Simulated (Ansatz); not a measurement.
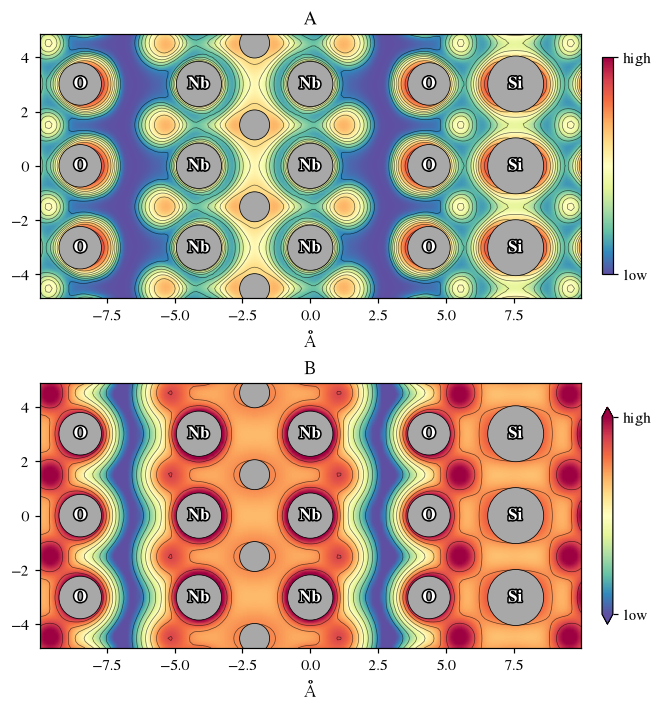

Nb₂SiO₂: 2 fields on the (11̄0) plane of the conventional cell, with unlabelled colour scales. Grey discs cover the atomic cores.

Space group P6₃/mmc; a generated structure, not necessarily the stable one.

Theory: Ansatz, DFT PBE, scalar-relativistic, plane waves, PAW.

### The panels show electron localisation function and valence pseudo-density in some order. Assign them.

Panel A: electron localisation function. Panel B: valence pseudo-density. From the grid: Nb–Nb (3.02 Å): the density is about 0.25 e/Å³ at the midpoint; the ELF is about 0.20 at the midpoint (no shared electron pair shows on this line).
